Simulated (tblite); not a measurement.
## Geometry relaxation of CH4BF2O2Si (part 1 of 4)

CH4BF2O2Si, multiplicity 2, SMILES [O]CO[SiH2]B(F)F, computed with GFN2-xTB geometry optimisation, gas phase (tblite 0.8.0).

It belongs to a series of runs on one base structure; here: H added to acyl C.

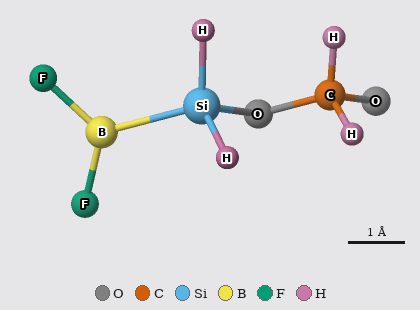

Fig. 1: The starting structure (ball-and-stick view, seen at a tilt). Bond lengths as drawn: B–F 1.44 to 1.45 Å, B–Si 1.94 Å, C–H 1.11 to 1.13 Å, C–O 1.39 to 1.40 Å, H–Si 1.46 to 1.48 Å and O–Si 1.74 Å.

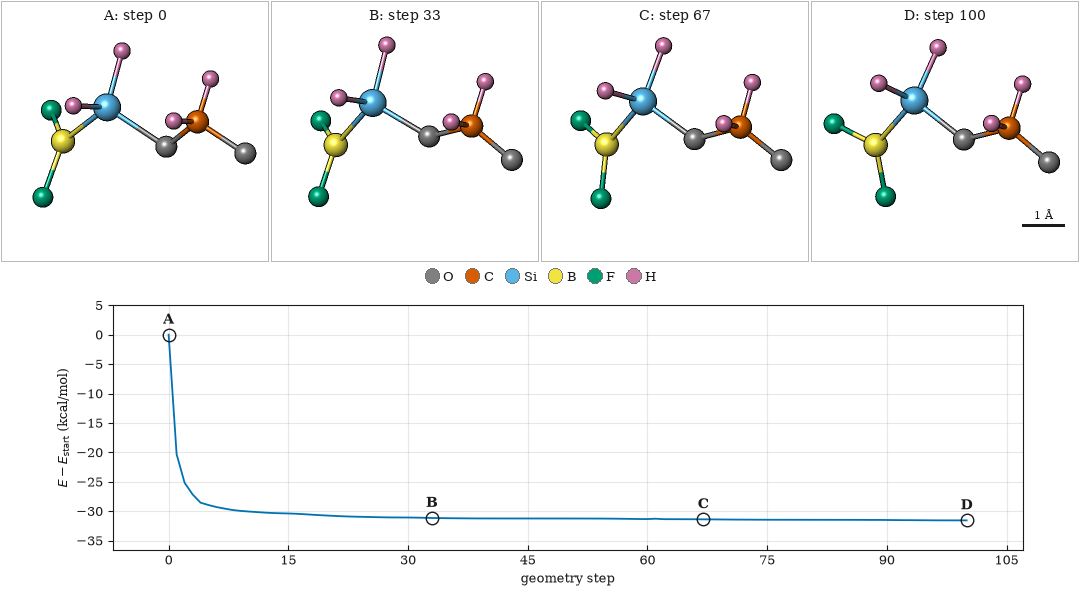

Fig. 2: Frames of the relaxation (ball-and-stick view, seen at a tilt) above the curves, on which the letters mark them (steps are counted from 0).

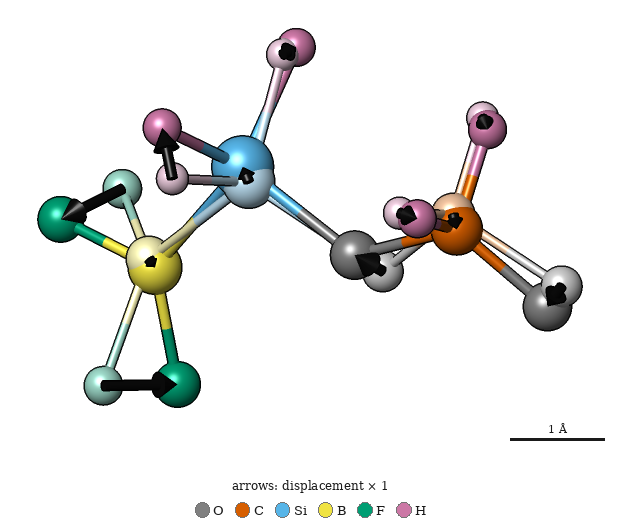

Fig. 3: Start (faint) and end (solid) with the displacements as black arrows, at true length (ball-and-stick view, seen at a tilt). The two geometries are laid on each other by the best rigid fit. After 100 geometry steps the energy has fallen by 31.6 kcal/mol. The largest force component goes from 3.7 to 0.006 eV/Å. F6 moves most after the best rigid fit: 0.93 Å. Largest moves by element: F 0.93 Å, H 0.58 Å, O 0.42 Å, Si 0.19 Å, C 0.17 Å, B 0.11 Å. Distances before and after: O1–C2 1.403 → 1.270 Å, B5–F6 1.443 → 1.312 Å, B5–F7 1.451 → 1.321 Å, O3–Si4 1.738 → 1.626 Å. Among the angles that change: C2–O3–Si4 108.8° → 132.0°, H8–C2–H9 109.3° → 99.8°, O1–C2–O3 109.1° → 117.1°. (Atoms are counted from 1 in the order of the input.)

The input and output of the run follow.

Input:
```
{"job": {"kind": "relax", "xc": "GFN2-xTB", "basis": "xTB"}, "charge": 0, "multiplicity": 2}
O      2.893600    -0.814200    -0.865800
C      1.915200    -0.093500    -0.165500
O      0.656300    -0.572000    -0.520400
Si    -0.550300     0.326700     0.349600
B     -2.313100    -0.323200    -0.127600
F     -2.669100    -1.705500     0.081100
F     -3.270000     0.587000    -0.727500
H      2.043300     0.985200    -0.403500
H      2.111900    -0.259000     0.931900
H     -0.359100     0.121900     1.807500
H     -0.453300     1.749200     0.033300
```

The first line tells a small driver script what to run in tblite; the rest is the geometry in Å.

Launch command:
```bash
OMP_NUM_THREADS=1 python <driver script> task.json out
```

Log:
```
step      E/eV     max force
  0    -673.11160    4.632
  1    -673.99322    2.374
  2    -674.20272    2.014
  3    -674.28862    1.065
  4    -674.34971    0.408
  5    -674.36711    0.446
  6    -674.38206    0.379
  7    -674.39319    0.254
  8    -674.40355    0.318
  9    -674.41024    0.296
 10    -674.41462    0.196
 11    -674.41881    0.181
 12    -674.42269    0.210
 13    -674.42581    0.225
 14    -674.42774    0.139
 15    -674.42919    0.164
 16    -674.43139    0.198
 17    -674.43466    0.225
 18    -674.43844    0.258
 19    -674.44180    0.202
 20    -674.44495    0.143
 21    -674.44785    0.170
 22    -674.45035    0.191
 23    -674.45230    0.145
 24    -674.45365    0.139
 25    -674.45492    0.112
 26    -674.45639    0.149
 27    -674.45767    0.127
 28    -674.45834    0.061
 29    -674.45867    0.050
 30    -674.45904    0.092
 31    -674.45976    0.151
 32    -674.46095    0.189
 33    -674.46239    0.157
 34    -674.46348    0.088
 35    -674.46414    0.064
 36    -674.46463    0.089
 37    -674.46513    0.086
 38    -674.46555    0.049
 39    -674.46580    0.045
 40    -674.46593    0.027
 41    -674.46600    0.024
 42    -674.46604    0.014
 43    -674.46606    0.013
 44    -674.46608    0.015
 45    -674.46610    0.019
 46    -674.46614    0.016
 47    -674.46618    0.021
 48    -674.46622    0.018
 49    -674.46626    0.018
 50    -674.46632    0.020
 51    -674.46638    0.021
 52    -674.46646    0.031
 53    -674.46658    0.037
 54    -674.46679    0.054
 55    -674.46714    0.072
 56    -674.46767    0.095
 57    -674.46840    0.087
 58    -674.46928    0.086
 59    -674.47012    0.077
 60    -674.47050    0.127
 61    -674.46780    0.324
 62    -674.47113    0.070
 63    -674.47132    0.037
 64    -674.47151    0.078
 65    -674.47169    0.040
 66    -674.47183    0.037
 67    -674.47243    0.074
 68    -674.47283    0.068
 69    -674.47333    0.071
 70    -674.47376    0.062
 71    -674.47434    0.057
 72    -674.47458    0.053
 73    -674.47486    0.095
 74    -674.47518    0.056
 75    -674.47540    0.052
 76    -674.47549    0.027
 77    -674.47552    0.026
 78    -674.47560    0.026
 79    -674.47570    0.034
 80    -674.47582    0.025
 81    -674.47590    0.035
 82    -674.47596    0.027
 83    -674.47599    0.016
 84    -674.47604    0.013
 85    -674.47610    0.019
 86    -674.47621    0.026
 87    -674.47641    0.032
 88    -674.47680    0.037
 89    -674.47673    0.185
 90    -674.47721    0.251
 91    -674.47787    0.109
 92    -674.47832    0.124
 93    -674.47858    0.083
 94    -674.47903    0.057
 95    -674.47936    0.101
 96    -674.47977    0.034
 97    -674.47993    0.024
 98    -674.48001    0.022
 99    -674.48004    0.015
100    -674.48007    0.008
```

Trajectory as extended XYZ (Å, eV, eV/Å), 71 of the 101 frames kept, from step=0 to step=100:
```
11
Properties=species:S:1:pos:R:3:forces:R:3 step=0 energy=-673.11160
O     2.8936   -0.8142   -0.8658   -2.0660   2.0720   1.9380
C     1.9152   -0.0935   -0.1655    2.5430  -3.0380  -2.3990
O     0.6563   -0.5720   -0.5204   -1.1000   2.1680   1.9100
Si   -0.5503    0.3267    0.3496    0.5420  -1.0880  -0.6300
B    -2.3131   -0.3232   -0.1276   -2.6880  -1.3650  -1.2630
F    -2.6691   -1.7055    0.0811    0.2450   3.6850  -0.6970
F    -3.2700    0.5870   -0.7275    2.0010  -2.7530   1.6100
H     2.0433    0.9852   -0.4035    0.0010  -0.2780   0.2390
H     2.1119   -0.2590    0.9319   -0.0280   0.2960  -0.5700
H    -0.3591    0.1219    1.8075    0.2420   0.1470  -0.1870
H    -0.4533    1.7492    0.0333    0.3090   0.1540   0.0480
11
Properties=species:S:1:pos:R:3:forces:R:3 step=1 energy=-673.99322
O     2.8641   -0.7846   -0.8381   -0.2230   0.3630   0.3040
C     1.9516   -0.1369   -0.1998    0.6860  -0.7950  -0.6560
O     0.6406   -0.5410   -0.4931   -0.6720   1.2780   1.1620
Si   -0.5426    0.3112    0.3406   -0.2330  -0.5650  -0.3940
B    -2.3515   -0.3427   -0.1456   -0.3920  -0.3420  -0.6120
F    -2.6656   -1.6529    0.0711   -0.3850   2.0910  -0.5450
F    -3.2415    0.5476   -0.7045    0.8700  -1.9830   0.9730
H     2.0433    0.9812   -0.4000   -0.0370  -0.4390   0.3420
H     2.1115   -0.2548    0.9238   -0.0560   0.3290  -0.4600
H    -0.3556    0.1240    1.8048    0.1960   0.1400  -0.2220
H    -0.4489    1.7514    0.0340    0.2470  -0.0780   0.1080
11
Properties=species:S:1:pos:R:3:forces:R:3 step=3 energy=-674.28862
O     2.8670   -0.7820   -0.8375    0.0870  -0.2360  -0.2450
C     1.9653   -0.1551   -0.2131    0.0380   0.1040   0.0620
O     0.6219   -0.5007   -0.4565    0.1880   0.1690   0.1570
Si   -0.5543    0.2967    0.3310   -0.4600   0.2770   0.1970
B    -2.3488   -0.3490   -0.1640    1.0530   0.1330  -0.0870
F    -2.6853   -1.5949    0.0542   -0.7230   0.0350  -0.1710
F    -3.2223    0.4866   -0.6762   -0.4490  -0.4500   0.0710
H     2.0419    0.9667   -0.3876    0.0270  -0.2310   0.2310
H     2.1095   -0.2427    0.9083    0.0230   0.2160  -0.1790
H    -0.3490    0.1294    1.7962    0.0820   0.1310  -0.1770
H    -0.4403    1.7477    0.0384    0.1330  -0.1480   0.1410
11
Properties=species:S:1:pos:R:3:forces:R:3 step=4 energy=-674.34971
O     2.8726   -0.7897   -0.8458   -0.3380   0.0610   0.0580
C     1.9672   -0.1549   -0.2126    0.2010  -0.2120  -0.2320
O     0.6230   -0.4873   -0.4443    0.2000   0.0410   0.0310
Si   -0.5695    0.3012    0.3345    0.1430   0.3170   0.2110
B    -2.3180   -0.3459   -0.1702   -0.0960  -0.2960  -0.2620
F    -2.7098   -1.5832    0.0462   -0.3570   0.1580  -0.1180
F    -3.2315    0.4621   -0.6687   -0.1640  -0.2950   0.0880
H     2.0422    0.9576   -0.3786    0.1200  -0.0350   0.1320
H     2.1095   -0.2341    0.9001    0.1260   0.1350   0.0030
H    -0.3454    0.1341    1.7894    0.0570   0.1280  -0.0390
H    -0.4348    1.7429    0.0432    0.1080  -0.0030   0.1280
11
Properties=species:S:1:pos:R:3:forces:R:3 step=6 energy=-674.38206
O     2.8665   -0.7966   -0.8535   -0.1440  -0.0650  -0.0620
C     1.9726   -0.1615   -0.2189    0.0420  -0.0340  -0.0050
O     0.6295   -0.4751   -0.4334   -0.0330  -0.0180  -0.0210
Si   -0.5702    0.3157    0.3441    0.1550  -0.0320  -0.0520
B    -2.3048   -0.3571   -0.1878   -0.2980  -0.1730  -0.1580
F    -2.7431   -1.5718    0.0360   -0.1270  -0.2090  -0.0050
F    -3.2454    0.4332   -0.6602   -0.1070   0.0480  -0.0490
H     2.0491    0.9513   -0.3663    0.1750   0.0900   0.0400
H     2.1165   -0.2217    0.8956    0.1810   0.0560   0.0700
H    -0.3397    0.1438    1.7851    0.0570   0.1100   0.1590
H    -0.4254    1.7424    0.0526    0.0990   0.2270   0.0830
11
Properties=species:S:1:pos:R:3:forces:R:3 step=7 energy=-674.39319
O     2.8603   -0.8010   -0.8579    0.0070  -0.1440  -0.1390
C     1.9754   -0.1643   -0.2212   -0.0510   0.0880   0.1190
O     0.6320   -0.4722   -0.4310   -0.0740   0.0000  -0.0050
Si   -0.5662    0.3214    0.3470   -0.0510  -0.1540  -0.1400
B    -2.3071   -0.3656   -0.1980   -0.2030  -0.0660  -0.0460
F    -2.7587   -1.5741    0.0323   -0.0430  -0.2440   0.0040
F    -3.2542    0.4248   -0.6589   -0.0610   0.0980  -0.0780
H     2.0561    0.9515   -0.3608    0.1690   0.0730   0.0090
H     2.1237   -0.2158    0.8961    0.1710   0.0210   0.0400
H    -0.3364    0.1502    1.7875    0.0480   0.1010   0.1630
H    -0.4196    1.7477    0.0582    0.0880   0.2270   0.0720
11
Properties=species:S:1:pos:R:3:forces:R:3 step=9 energy=-674.41024
O     2.8474   -0.8134   -0.8702    0.0360  -0.0700  -0.0640
C     1.9793   -0.1653   -0.2205   -0.0240   0.0840   0.0800
O     0.6348   -0.4680   -0.4278   -0.0290   0.0840   0.0720
Si   -0.5657    0.3248    0.3461   -0.2730  -0.0860  -0.0750
B    -2.3216   -0.3833   -0.2149   -0.0380   0.0440   0.1320
F    -2.7848   -1.5894    0.0259    0.0650  -0.0850  -0.0430
F    -3.2709    0.4166   -0.6614    0.0260   0.0280  -0.0690
H     2.0769    0.9547   -0.3523    0.1170  -0.0210  -0.0420
H     2.1449   -0.2061    0.8985    0.1120  -0.0470  -0.0360
H    -0.3290    0.1662    1.7981   -0.0140   0.0860  -0.0300
H    -0.4060    1.7658    0.0717    0.0210  -0.0170   0.0750
11
Properties=species:S:1:pos:R:3:forces:R:3 step=10 energy=-674.41462
O     2.8436   -0.8179   -0.8744   -0.0200  -0.0050   0.0010
C     1.9805   -0.1641   -0.2188    0.0210   0.0200   0.0010
O     0.6350   -0.4651   -0.4255   -0.0040   0.1070   0.0920
Si   -0.5716    0.3235    0.3438   -0.1960   0.0050   0.0080
B    -2.3283   -0.3877   -0.2165   -0.0140   0.0380   0.1410
F    -2.7898   -1.5961    0.0232    0.0700  -0.0110  -0.0620
F    -3.2747    0.4157   -0.6640    0.0280  -0.0170  -0.0550
H     2.0858    0.9555   -0.3511    0.0910  -0.0410  -0.0510
H     2.1539   -0.2048    0.8986    0.0860  -0.0610  -0.0420
H    -0.3273    0.1728    1.8007   -0.0460   0.0770  -0.1050
H    -0.4016    1.7709    0.0773   -0.0160  -0.1120   0.0710
11
Properties=species:S:1:pos:R:3:forces:R:3 step=11 energy=-674.41881
O     2.8400   -0.8220   -0.8782   -0.0710   0.0380   0.0440
C     1.9819   -0.1626   -0.2173    0.0520  -0.0370  -0.0620
O     0.6346   -0.4601   -0.4213    0.0150   0.1060   0.0900
Si   -0.5807    0.3221    0.3418   -0.0500   0.0900   0.0880
B    -2.3348   -0.3908   -0.2150   -0.0050   0.0220   0.1130
F    -2.7926   -1.6022    0.0196    0.0570   0.0340  -0.0680
F    -3.2773    0.4145   -0.6675    0.0110  -0.0480  -0.0410
H     2.0957    0.9554   -0.3513    0.0650  -0.0400  -0.0540
H     2.1637   -0.2050    0.8978    0.0590  -0.0660  -0.0320
H    -0.3269    0.1803    1.8008   -0.0770   0.0620  -0.1360
H    -0.3982    1.7731    0.0838   -0.0560  -0.1620   0.0580
11
Properties=species:S:1:pos:R:3:forces:R:3 step=13 energy=-674.42581
O     2.8325   -0.8288   -0.8841   -0.0750   0.0030   0.0090
C     1.9855   -0.1609   -0.2165    0.0440  -0.0450  -0.0530
O     0.6336   -0.4453   -0.4089    0.0210   0.0380   0.0280
Si   -0.5971    0.3239    0.3431    0.1660   0.1000   0.1150
B    -2.3447   -0.3935   -0.2064   -0.0030   0.0090   0.0080
F    -2.7941   -1.6105    0.0097    0.0280   0.0310  -0.0450
F    -3.2810    0.4092   -0.6754   -0.0260  -0.0580  -0.0190
H     2.1154    0.9531   -0.3546    0.0240   0.0000  -0.0430
H     2.1827   -0.2090    0.8947    0.0160  -0.0500   0.0020
H    -0.3309    0.1960    1.7945   -0.0940   0.0230  -0.0050
H    -0.3965    1.7685    0.0973   -0.1020  -0.0510   0.0050
11
Properties=species:S:1:pos:R:3:forces:R:3 step=14 energy=-674.42774
O     2.8292   -0.8313   -0.8862   -0.0380  -0.0400  -0.0340
C     1.9872   -0.1609   -0.2171    0.0230  -0.0130  -0.0110
O     0.6337   -0.4396   -0.4042    0.0190   0.0070   0.0010
Si   -0.5987    0.3268    0.3462    0.1220   0.0310   0.0600
B    -2.3469   -0.3938   -0.2035    0.0180   0.0190  -0.0180
F    -2.7943   -1.6122    0.0054    0.0300   0.0120  -0.0300
F    -3.2829    0.4058   -0.6781   -0.0250  -0.0430  -0.0130
H     2.1219    0.9522   -0.3566    0.0170   0.0090  -0.0340
H     2.1889   -0.2113    0.8935    0.0080  -0.0390   0.0040
H    -0.3343    0.2014    1.7922   -0.0780   0.0080   0.0930
H    -0.3983    1.7657    0.1015   -0.0960   0.0480  -0.0180
11
Properties=species:S:1:pos:R:3:forces:R:3 step=16 energy=-674.43139
O     2.8210   -0.8392   -0.8931    0.0350  -0.0810  -0.0800
C     1.9916   -0.1615   -0.2184   -0.0020   0.0290   0.0380
O     0.6359   -0.4302   -0.3966    0.0010  -0.0180  -0.0110
Si   -0.5954    0.3331    0.3547   -0.0810  -0.0690  -0.0350
B    -2.3488   -0.3935   -0.2008    0.0670   0.0280  -0.0370
F    -2.7933   -1.6150   -0.0036    0.0600  -0.0070  -0.0030
F    -3.2885    0.3973   -0.6837    0.0100  -0.0060   0.0000
H     2.1346    0.9512   -0.3615    0.0130  -0.0120  -0.0120
H     2.2003   -0.2173    0.8918    0.0050  -0.0160  -0.0180
H    -0.3448    0.2113    1.7967   -0.0380  -0.0080   0.1940
H    -0.4073    1.7665    0.1077   -0.0680   0.1600  -0.0380
11
Properties=species:S:1:pos:R:3:forces:R:3 step=17 energy=-674.43466
O     2.8130   -0.8484   -0.9011    0.0620  -0.0730  -0.0760
C     1.9965   -0.1620   -0.2194   -0.0080   0.0240   0.0330
O     0.6382   -0.4218   -0.3899   -0.0230  -0.0150   0.0040
Si   -0.5932    0.3379    0.3625   -0.2030  -0.0770  -0.0590
B    -2.3495   -0.3927   -0.1992    0.0850   0.0130  -0.0570
F    -2.7899   -1.6178   -0.0125    0.0850  -0.0140   0.0180
F    -3.2934    0.3892   -0.6893    0.0450   0.0260   0.0140
H     2.1472    0.9501   -0.3669    0.0110  -0.0420   0.0090
H     2.2115   -0.2240    0.8899    0.0070   0.0040  -0.0400
H    -0.3564    0.2205    1.8068   -0.0130  -0.0160   0.1900
H    -0.4186    1.7716    0.1123   -0.0470   0.1700  -0.0380
```
